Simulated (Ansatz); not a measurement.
# SnO (model cell, started as zinc blende): phonons and vibrational spectra

Aim: the vibrations of SnO (model cell, started as zinc blende), their spectra, and whether the structure is stable.

Method: DFT LDA, scalar-relativistic, plane waves, PAW, in Ansatz 0.2.0.

The structure was built from a prototype and need not be the compound's stable phase.

**1. Set-up**

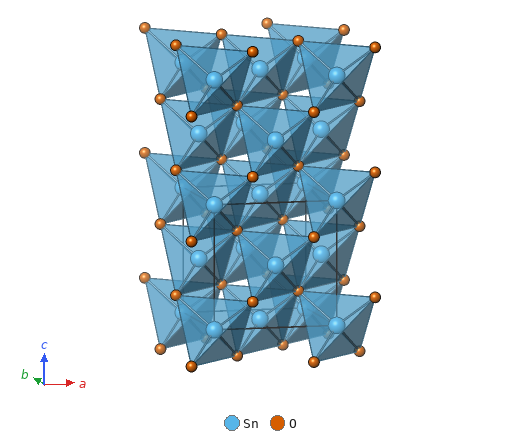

The starting structure, seen slightly off an axis (tin blue, oxygen orange). 1×1×2 cells are drawn. This picture shows the conventional cell, with its axes. Some periodic images of atoms are drawn too.

Coordinates:

```cif
data_structure
_symmetry_space_group_name_H-M 'P 1'
_symmetry_Int_Tables_number 1
_cell_length_a 3.8375
_cell_length_b 3.8375
_cell_length_c 3.8375
_cell_angle_alpha 60.000
_cell_angle_beta 60.000
_cell_angle_gamma 60.000
_cell_volume 39.96
loop_
_atom_site_label
_atom_site_type_symbol
_atom_site_fract_x
_atom_site_fract_y
_atom_site_fract_z
_atom_site_occupancy
Sn1 Sn 0.00000 0.00000 0.00000 1
O2 O 0.25000 0.25000 0.25000 1
```

**2. Relaxation**

The cell and atoms are relaxed, since residual forces and stress would shift the frequencies.

input.yaml reads:

```yaml
crystal:
  lattice:
    - [0.0, 2.71355, 2.71355]
    - [2.71355, 0.0, 2.71355]
    - [2.71355, 2.71355, 0.0]
  atoms:
    - { symbol: Sn, position: [0.0, 0.0, 0.0] }
    - { symbol: O, position: [0.25, 0.25, 0.25] }
kpoints:
  mp_grid: { grid: [12, 12, 12] }
hamiltonian:
  xc: lda
scf:
  occupations: { method: gaussian, width: 0.1 }
output:
  forces: true
  stress: true
  eigenvalues: true
  write_density: true
  write_potential: true
  elf: true
  volumetric_format: npy
relax:
  adjacent_minimum: "off"
  f_tol: 0.005
  max_steps: 80
  cell: { stress_tol: 0.05 }
```

Launch:

```sh
$ ansatz run input.yaml --threads 4 --pin off --max-ram 7168MiB --backend cpu --events-out ev --progress --plain --runs-dir out
```

Numbers of over 12 decimals in the logs are rounded to 6 here.

The log of the run:

```text
Engine: ansatz 0.2.0, aarch64-unknown-linux-gnu
Pseudopotentials: kind: paw
Pseudopotential: Sn, paw, valence charge 14, recommended cutoff 420 eV (normal), Sn.paw.azcp
Pseudopotential: O, paw, valence charge 6, recommended cutoff 420 eV (normal), O.paw.azcp
Functional definition: SPW92
  exchange = slater_x
  correlation = pw_c
Crystal: 2 atoms, lattice volume = 39.962 Å³
Basis set: ecut = 420 eV, 749 PW (Γ)
Bands: 14, of which v1, the nominal top of the filled ones, is band 10 counted from 1 (9 counted from 0)
Symmetry: 24 space group operations
Space group: F-43m (ITA 216), of the structure as read, at distance tolerance 3.4e-5 Å
k-points: 72 of 1728 (time reversal used)
Non-local potential: Sn, projectors of the file, l = 0: 2, l = 1: 2, l = 2: 2, l = 3: 2
Non-local potential: O, projectors of the file, l = 0: 2, l = 1: 2, l = 2: 1
PAW form: soft (Blöchl's): semilocal exchange-correlation on the pseudo side does not see the compensation charge
PAW frozen core: Sn, regenerated for the run's functional, and the local potential with it (the file was generated under x = pbe(κ = 0.804, μ = 0.219515), c = pbe(β = 0.066725))
PAW frozen core: O, regenerated for the run's functional, and the local potential with it (the file was generated under x = pbe(κ = 0.804, μ = 0.219515), c = pbe(β = 0.066725))
PAW one-centre angular grid: Sn, 590 points (default); XC on 64 Gauss nodes
PAW one-centre angular grid: O, 110 points (default); XC on 64 Gauss nodes
Initial density: superposition of atomic densities (neutral atoms: chi_scale 0, normalization atom), corrected by the library's trained network
Initial wavefunctions: pseudopotential atomic-orbital guess
Functional: x = slater, c = lda
SCF iter   1: F=—  HF=-6433.859796 eV  |F-HF|=—  |Δ(HF+E_count)|=         —  Δρ=2.27e-2  dr2=2.26e-1  ethr=1.77e-3  ⟨swp⟩=5.1  Hψ=5538  notcnv=0
preconditioner: auto → Kerker (q_TF=auto, 2.431 Å⁻¹)  [metal: Δε(μ)=0.074 eV  Ē_g=18.738 eV  σ=0.100 eV  W_gap=0.38  n_scr=14 (ndim 8)  ℏωp=26.3 eV  f_vac=0.025  D(μ)=0.56/eV (n_scr^D=0)]
SCF iter   2: F=—  HF=-6433.822529 eV  |F-HF|=—  |Δ(HF+E_count)|=   3.73e-2  Δρ=1.06e-2  dr2=2.68e-2  ethr=1.13e-3  ⟨swp⟩=2.3  Hψ=2025  notcnv=0
SCF iter   3: F=—  HF=-6433.816809 eV  |F-HF|=—  |Δ(HF+E_count)|=   5.72e-3  Δρ=2.40e-3  dr2=1.50e-3  ethr=1.34e-4  ⟨swp⟩=2.1  Hψ=1359  notcnv=0
SCF iter   4: F=—  HF=-6433.816264 eV  |F-HF|=—  |Δ(HF+E_count)|=   5.45e-4  Δρ=4.81e-4  dr2=1.89e-4  ethr=7.51e-6  ⟨swp⟩=2.5  Hψ=1795  notcnv=0
SCF iter   5: F=—  HF=-6433.816221 eV  |F-HF|=—  |Δ(HF+E_count)|=   4.31e-5  Δρ=1.86e-4  dr2=1.38e-5  ethr=9.46e-7  ⟨swp⟩=1.3  Hψ=1093  notcnv=0
SCF iter   6: F=—  HF=-6433.816222 eV  |F-HF|=—  |Δ(HF+E_count)|=   8.00e-7  Δρ=6.18e-5  dr2=2.04e-6  ethr=6.90e-8  ⟨swp⟩=2.8  Hψ=1771  notcnv=0
SCF iter   7: F=—  HF=-6433.816222 eV  |F-HF|=—  |Δ(HF+E_count)|=   2.95e-7  Δρ=1.44e-5  dr2=1.17e-7  ethr=1.02e-8  ⟨swp⟩=2.0  Hψ=1728  notcnv=0
SCF iter   8: F=-6433.816222 eV  HF=-6433.816222 eV  |F-HF|=9.09e-12  |Δ(HF+E_count)|=   9.06e-9  Δρ=2.78e-6  dr2=4.25e-9  ethr=5.00e-10  ⟨swp⟩=8.3  Hψ=6072  notcnv=0
SCF 1 converged in 8 iterations: F = -6433.816222 eV  dr2 = 4.25e-9
  greatest PAW one-centre occupation: 0.993 electrons in one spin orbital (limit 2), on the Sn atom at site 0 (counted from 0), in its partial waves of l = 2
relax step   1: F+E_penalty+E_count = -6433.81622176 eV  Δ(F+E_penalty+E_count) = +0.000e0 eV  max|allowed force component| = 6.661e-16 eV/Å  Δτ_max = 0.0000 Å  P = -3.827 GPa  Ω = 39.962 Å³  (8 SCF iters, dr2 threshold 1.00e-7 eV, accepted)
Crystal: 2 atoms, lattice volume = 37.439 Å³
Basis set: ecut = 420 eV, 725 PW (Γ)
Initial density: handed on by an earlier stage of this run
Initial wavefunctions: those handed on with the density
iter 1 solved again at ethr=8.63e-6 eV; its pass at ethr=3.10e-3 eV (dr2=1.73e-3 eV) is discarded
SCF iter   1: F=—  HF=-6433.850319 eV  |F-HF|=—  |Δ(HF+E_count)|=         —  Δρ=2.49e-3  dr2=1.64e-3  ethr=8.63e-6  ⟨swp⟩=2.0  Hψ=7154  notcnv=0
preconditioner: auto → Kerker (q_TF=auto, 2.458 Å⁻¹)  [metal: Δε(μ)=0.066 eV  Ē_g=19.185 eV  σ=0.100 eV  W_gap=0.35  n_scr=14 (ndim 8)  ℏωp=27.1 eV  f_vac=0.015  D(μ)=0.52/eV (n_scr^D=0)]
SCF iter   2: F=—  HF=-6433.850153 eV  |F-HF|=—  |Δ(HF+E_count)|=   1.67e-4  Δρ=1.30e-3  dr2=8.66e-4  ethr=8.21e-6  ⟨swp⟩=1.0  Hψ=1008  notcnv=0
SCF iter   3: F=—  HF=-6433.850017 eV  |F-HF|=—  |Δ(HF+E_count)|=   1.36e-4  Δρ=1.17e-3  dr2=4.20e-4  ethr=4.33e-6  ⟨swp⟩=1.4  Hψ=1111  notcnv=0
SCF iter   4: F=—  HF=-6433.849924 eV  |F-HF|=—  |Δ(HF+E_count)|=   9.32e-5  Δρ=2.63e-4  dr2=3.08e-5  ethr=2.10e-6  ⟨swp⟩=2.1  Hψ=1205  notcnv=0
SCF iter   5: F=—  HF=-6433.849931 eV  |F-HF|=—  |Δ(HF+E_count)|=   7.01e-6  Δρ=4.98e-5  dr2=1.41e-6  ethr=1.54e-7  ⟨swp⟩=1.0  Hψ=1009  notcnv=0
SCF iter   6: F=-6433.849931 eV  HF=-6433.849931 eV  |F-HF|=2.27e-11  |Δ(HF+E_count)|=   5.28e-7  Δρ=1.40e-5  dr2=8.02e-8  ethr=1.00e-9  ⟨swp⟩=7.0  Hψ=5937  notcnv=0
SCF 2 converged in 6 iterations: F = -6433.849931 eV  dr2 = 8.02e-8
relax step   2: F+E_penalty+E_count = -6433.84993105 eV  Δ(F+E_penalty+E_count) = -3.371e-2 eV  max|allowed force component| = 5.921e-16 eV/Å  Δτ_max = 0.0000 Å  P = +0.720 GPa  Ω = 37.439 Å³  energy of the carried Pulay correction = +7.538e-3 eV  (6 SCF iters, dr2 threshold 2.00e-7 eV, accepted)
Crystal: 2 atoms, lattice volume = 37.817 Å³
iter 1 solved again at ethr=5.03e-7 eV; its pass at ethr=3.10e-3 eV (dr2=1.01e-4 eV) is discarded
SCF iter   1: F=—  HF=-6433.849568 eV  |F-HF|=—  |Δ(HF+E_count)|=         —  Δρ=4.28e-4  dr2=4.67e-5  ethr=5.03e-7  ⟨swp⟩=2.2  Hψ=6645  notcnv=0
preconditioner: auto → Kerker (q_TF=auto, 2.453 Å⁻¹)  [metal: Δε(μ)=0.071 eV  Ē_g=19.121 eV  σ=0.100 eV  W_gap=0.37  n_scr=14 (ndim 8)  ℏωp=27.0 eV  f_vac=0.021  D(μ)=0.51/eV (n_scr^D=0)]
SCF iter   2: F=—  HF=-6433.849563 eV  |F-HF|=—  |Δ(HF+E_count)|=   5.04e-6  Δρ=2.10e-4  dr2=2.40e-5  ethr=2.33e-7  ⟨swp⟩=1.3  Hψ=1117  notcnv=0
SCF iter   3: F=—  HF=-6433.849559 eV  |F-HF|=—  |Δ(HF+E_count)|=   3.84e-6  Δρ=1.62e-4  dr2=8.69e-6  ethr=1.20e-7  ⟨swp⟩=1.0  Hψ=1008  notcnv=0
SCF iter   4: F=—  HF=-6433.849557 eV  |F-HF|=—  |Δ(HF+E_count)|=   2.14e-6  Δρ=3.80e-5  dr2=7.33e-7  ethr=4.34e-8  ⟨swp⟩=2.5  Hψ=1339  notcnv=0
SCF iter   5: F=-6433.849557 eV  HF=-6433.849557 eV  |F-HF|=1.44e-9  |Δ(HF+E_count)|=   1.00e-7  Δρ=8.19e-6  dr2=3.63e-8  ethr=1.00e-9  ⟨swp⟩=9.5  Hψ=6847  notcnv=0
SCF 3 converged in 5 iterations: F = -6433.849557 eV  dr2 = 3.63e-8
relax step   3: F+E_penalty+E_count = -6433.84955696 eV  Δ(F+E_penalty+E_count) = +3.741e-4 eV  max|allowed force component| = 6.661e-16 eV/Å  Δτ_max = 0.0000 Å  P = -0.048 GPa  Ω = 37.817 Å³  energy of the carried Pulay correction = +6.377e-3 eV  (5 SCF iters, dr2 threshold 2.00e-7 eV, accepted)
[...]
relax step   4: F+E_penalty+E_count = -6433.84441766 eV  Δ(F+E_penalty+E_count) = +5.139e-3 eV  max|allowed force component| = 5.921e-16 eV/Å  Δτ_max = 0.0000 Å  P = -0.223 GPa  Ω = 37.817 Å³  stress off target by 2.23e-1 GPa  SCF on the basis re-selected at this cell (its energy is not comparable with the rows above)  (7 SCF iters)
[...]
relax step   5: F+E_penalty+E_count = -6433.84485219 eV  Δ(F+E_penalty+E_count) = -4.345e-4 eV  max|allowed force component| = 5.551e-16 eV/Å  Δτ_max = 0.0000 Å  P = -0.003 GPa  Ω = 37.706 Å³  energy of the carried Pulay correction = +3.560e-4 eV  (4 SCF iters, dr2 threshold 1.25e-7 eV, accepted)
iter 1 solved again at ethr=1.34e-7 eV; its pass at ethr=3.10e-3 eV (dr2=2.69e-5 eV) is discarded
SCF iter   1: F=—  HF=-6433.844454 eV  |F-HF|=—  |Δ(HF+E_count)|=         —  Δρ=3.15e-5  dr2=1.31e-7  ethr=1.34e-7  ⟨swp⟩=2.6  Hψ=7968  notcnv=0
preconditioner: auto → Kerker (q_TF=auto, 2.455 Å⁻¹)  [metal: Δε(μ)=0.070 eV  Ē_g=19.138 eV  σ=0.100 eV  W_gap=0.37  n_scr=14 (ndim 8)  ℏωp=27.0 eV  f_vac=0.020  D(μ)=0.51/eV (n_scr^D=0)]
SCF iter   2: F=—  HF=-6433.844455 eV  |F-HF|=—  |Δ(HF+E_count)|=   1.35e-6  Δρ=1.60e-5  dr2=5.91e-8  ethr=6.54e-10  ⟨swp⟩=2.0  Hψ=1344  notcnv=0
SCF iter   3: F=—  HF=-6433.844455 eV  |F-HF|=—  |Δ(HF+E_count)|=   1.40e-9  Δρ=8.69e-6  dr2=2.17e-8  ethr=2.96e-10  ⟨swp⟩=1.0  Hψ=1008  notcnv=0
SCF iter   4: F=—  HF=-6433.844455 eV  |F-HF|=—  |Δ(HF+E_count)|=   2.58e-9  Δρ=2.33e-6  dr2=2.81e-9  ethr=1.08e-10  ⟨swp⟩=1.0  Hψ=1008  notcnv=0
SCF iter   5: F=—  HF=-6433.844455 eV  |F-HF|=—  |Δ(HF+E_count)|=  4.27e-10  Δρ=4.81e-7  dr2=7.41e-11  ethr=1.41e-11  ⟨swp⟩=1.1  Hψ=1018  notcnv=0
SCF iter   6: F=-6433.844455 eV  HF=-6433.844455 eV  |F-HF|=1.82e-12  |Δ(HF+E_count)|=  1.09e-11  Δρ=5.05e-8  dr2=8.00e-13  ethr=1.00e-12  ⟨swp⟩=6.0  Hψ=4180  notcnv=0
SCF 6 converged in 6 iterations: F = -6433.844455 eV  dr2 = 8.00e-13
relax step   6: F+E_penalty+E_count = -6433.84445526 eV  Δ(F+E_penalty+E_count) = +3.969e-4 eV  max|allowed force component| = 6.661e-16 eV/Å  Δτ_max = 0.0000 Å  P = -0.010 GPa  Ω = 37.706 Å³  stress off target by 9.54e-3 GPa  SCF on the basis re-selected at this cell (its energy is not comparable with the rows above)  (6 SCF iters)
basis re-selected at this cell: Δ(F+E_penalty+E_count) = +3.969e-4 eV, ΔP = -0.006 GPa vs the last step (what re-selecting the basis moved, of the pressure what is left beyond the Pulay correction that the steps carried, after the strain that the cell walked since its last selection, with what the two solves' SCF thresholds leave and, on support functions, any second-order correction that the steps lacked; it is no m [...]
SCF converged after 6 iterations
Free energy (F): -6433.844455 eV
Harris-Foulkes:  -6433.844455 eV  (|F-HF|=1.82e-12)
Internal energy: -6433.841889 eV  (E = F + TS)
E sigma→0 (E₀):  -6433.843172 eV
Entropy (-TS):   -0.002566 eV (-1.283 meV/atom)
Fermi energy:    8.972343 eV
--- Per-component energies (eV) ---
  E_band       = -112.460863
  E_kinetic    = 360.099201
  E_local      = -1293.786914  (includes V_loc(G=0)·N_el)
  E_nonlocal   = 21.596310
  E_hartree    = 689.425771
  E_xc         = -451.937541
  E_vxc        = -192.123872  (∫ρ·V_xc dr)
  E_paw        = -4138.801792  (= ΣΔE_a)
  E_vpaw       = -387.099444  (= ΣTr[D̂ρ^β])
  E_aug_tail   = 0.002342  (compensation charges beyond the density's cutoff)
  E_ewald      = -1620.961085
  E_core_change = 0.521820  (= ΣΔE_core)
  E_smearing   = -0.002566  (= −TS)
  E_closure    = -0.000000  (closes the sum)
  Σ components = -6433.844455   (vs F -6433.844455, Δ=0.00e0)
--- Forces (eV/Å), atoms counted from 1 ---
  atom   1  Sn    -0.00000000     0.00000000    -0.00000000
  atom   2  O      0.00000000     0.00000000    -0.00000000
  max |Σ_I F_I| component: 9.25e-17 eV/Å
--- Stress (GPa, compression-positive) ---
       -0.009543      -0.000000      -0.000000
       -0.000000      -0.009543       0.000000
       -0.000000       0.000000      -0.009543
  P = ⅓ Tr σ = -0.0095 GPa (-0.095 kbar)
--- Band table (eV; the first three rows and the last of 72) ---
  k-point 0: bands = [... 6 lower, 2.6213, 5.0247, 5.0247, 5.0247, 13.4979, 13.4979, 13.4979, 18.2698]
  k-point 1: bands = [... 6 lower, 2.4350, 4.9908, 4.9908, 5.1943, 13.0497, 13.5380, 13.5380, 18.7493]
  k-point 2: bands = [... 6 lower, 1.9968, 4.9009, 4.9009, 5.5761, 12.1853, 13.6254, 13.6254, 18.7132]
  k-point 71: bands = [... 6 lower, 0.9314, 3.3350, 3.3687, 9.0668, 10.1893, 11.6452, 13.3994, 16.9250]
--- Relaxed structure (4 steps of the walk, 4 accepted, 2 SCFs on fresh bases) ---
  F+E_penalty+E_count = -6433.84445526 eV   max|allowed force component| = 6.661e-16 eV/Å   (the final SCF, on the basis selected at the relaxed cell)
  cell:  # Å, volume = 37.7057 Å³
    - [0, 2.661496, 2.661496]
    - [2.661496, 0, 2.661496]
    - [2.661496, 2.661496, 0]
  atoms:
    - { symbol: Sn, position: [0, 0, 0] }
    - { symbol: O, position: [0.25, 0.25, 0.25] }
```

Run time: 6.8 s. Hardware: 4 threads of Arm Neoverse V2, shared host; peak memory 0.37 GiB; 25 s of CPU time.

Step by step:

```
step  energy less that of the first step (eV)  largest force component (eV/Å)  pressure (GPa)  volume (Å³)
   1                                   0.0000                          0.0000           -3.83        39.96
   2                                  -0.0337                          0.0000            0.72        37.44
   3                                  -0.0333                          0.0000           -0.05        37.82
  4*                                  -0.0282                          0.0000           -0.22        37.82
   5                                  -0.0286                          0.0000            0.00        37.71
  6*                                  -0.0282                          0.0000           -0.01        37.71
```

Relaxation steps marked * repeat the geometry before them on a plane-wave basis chosen anew for their cell, so energy and pressure can jump there.

The run keeps the 24 symmetry operations that it works with, so distortions that break them were not tested.

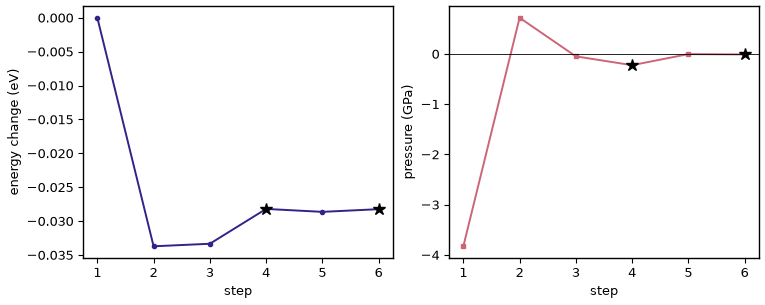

Energy and pressure along the relaxation. Stars mark steps on a basis chosen anew.

| conventional cell, symmetrised | before | after | change |
| --- | --- | --- | --- |
| a (Å) | 5.427 | 5.323 | -1.9 % |
| b (Å) | 5.427 | 5.323 | -1.9 % |
| c (Å) | 5.427 | 5.323 | -1.9 % |
| volume (Å³/atom) | 19.98 | 18.85 | -5.6 % |

Final coordinates:

```xyz
2
Lattice="0.0000 2.6615 2.6615 2.6615 0.0000 2.6615 2.6615 2.6615 0.0000" Properties=species:S:1:pos:R:3 pbc="T T T"
Sn    0.0000    0.0000    0.0000
O     1.3307    1.3307    1.3307
```

Numbers from this step:

```
pressure          : -0.009543 GPa
volume per atom   : 18.85 Å³
gap on the k-mesh : 0 eV
```

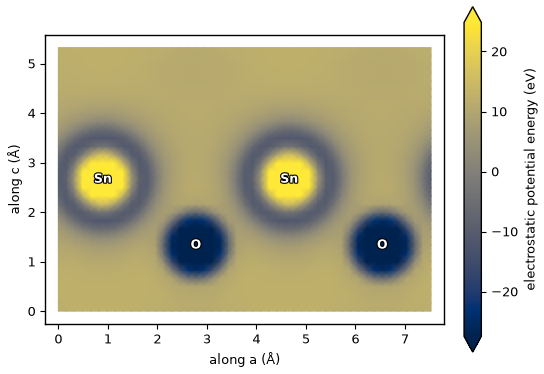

Electrostatic potential energy in the ac plane of a cell with a along [110], b along [-110] and c along [001] of the cube at fractional y = 0.500, with atoms of Sn and O within 0.2 Å of it. With pseudopotentials it is smooth inside the atoms' cores, unlike the true potential. The map starts off the cell's origin, so that atoms lie inside it.

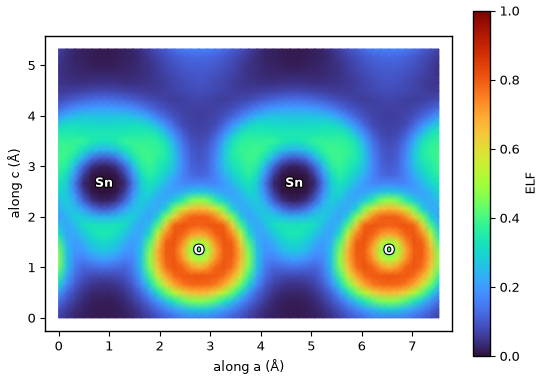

ELF in the ac plane of a cell with a along [110], b along [-110] and c along [001] of the cube at fractional y = 0.500, with atoms of Sn and O within 0.2 Å of it. It is the smooth field of the valence electrons, not physical close to the nuclei. The map starts off the cell's origin, so that atoms lie inside it.

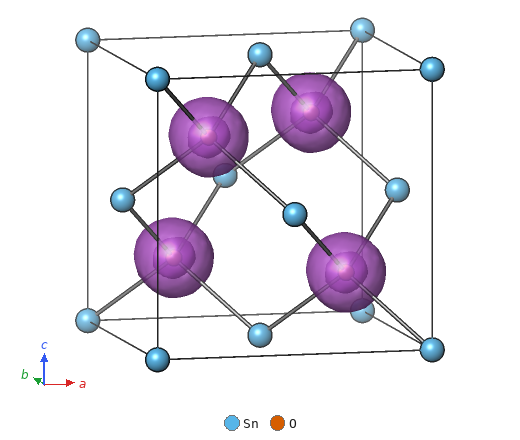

Surface of ELF = 0.74. Bonds to atoms that aren't drawn are left out.

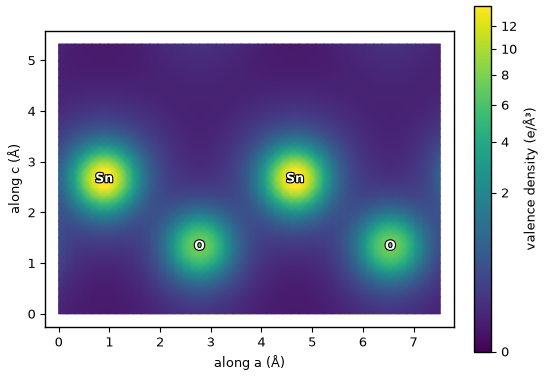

Valence density in the ac plane of a cell with a along [110], b along [-110] and c along [001] of the cube at fractional y = 0.500, with atoms of Sn and O within 0.2 Å of it. It is the smooth field of the valence electrons, not physical close to the nuclei. The map starts off the cell's origin, so that atoms lie inside it. The colour scale is stretched toward low values.

In this step the volume went from 19.98 to 18.85 Å³/atom.

**3. Relaxing to small forces for the phonons**

Phonons need a cell at rest on their own settings, so the relaxation is repeated with tight tolerances on forces and stress on the k mesh and occupations of the first response run.

input.yaml reads:

```yaml
crystal:
  lattice:
    - [0.0, 2.6614960121, 2.6614960121]
    - [2.6614960121, 0.0, 2.6614960121]
    - [2.6614960121, 2.6614960121, 0.0]
  atoms:
    - { symbol: Sn, position: [0.0, 0.0, 0.0] }
    - { symbol: O, position: [0.25, 0.25, 0.25] }
kpoints:
  mp_grid: { grid: [12, 12, 12] }
hamiltonian:
  xc: lda
scf:
  occupations: { method: methfessel_paxton, width: 0.15 }
output:
  forces: true
  stress: true
  eigenvalues: true
relax:
  adjacent_minimum: "off"
  f_tol: 0.001
  max_steps: 60
  cell: { stress_tol: 0.01 }
```

The log of the run:

```text
[...]
Crystal: 2 atoms, lattice volume = 37.706 Å³
Basis set: ecut = 420 eV, 725 PW (Γ)
Bands: 14, of which v1, the nominal top of the filled ones, is band 10 counted from 1 (9 counted from 0)
Symmetry: 24 space group operations
[...]
k-points: 72 of 1728 (time reversal used)
[...]
k-point 71: bands = [... 6 lower, 0.9315, 3.3353, 3.3690, 9.0671, 10.1895, 11.6453, 13.3996, 16.9251]
--- Relaxed structure (1 steps of the walk, 1 accepted, 1 SCFs on fresh bases) ---
[...]
cell:  # Å, volume = 37.7057 Å³
    - [0.0, 2.6614960121, 2.6614960121]
    - [2.6614960121, 0.0, 2.6614960121]
    - [2.6614960121, 2.6614960121, 0.0]
  atoms:
    - { symbol: Sn, position: [0.0, 0.0, 0.0] }
    - { symbol: O, position: [0.250000, 0.250000, 0.250000] }
[key lines of the parts left out:]
SCF converged after 7 iterations
Free energy (F): -6433.843311 eV
Fermi energy:    8.968996 eV
P = ⅓ Tr σ = -0.0065 GPa (-0.065 kbar)
```

Wall time 2.4 s (4 threads); peak memory 0.35 GiB; 8.5 s of CPU time.

Little changed from the start: no atom moved by 0.005 Å and no cell edge by 0.1 %.

Numbers from this step:

* pressure: -0.006537 GPa

The forces vanish by symmetry and the pressure is -0.007 GPa, within the tolerances set. The cell now holds 18.85 Å³/atom.

(Continued in part 2 of 2.)

[Logs are printed without paths, hosts, clocks, repeated set-up lines and the standing remarks that a program may print on its own settings, such as how far it seeks lower states.]

[Hosts, paths, dates, database ids (printed as entryN), source tags and the programs' standing remarks are cut or masked in the printed files.]
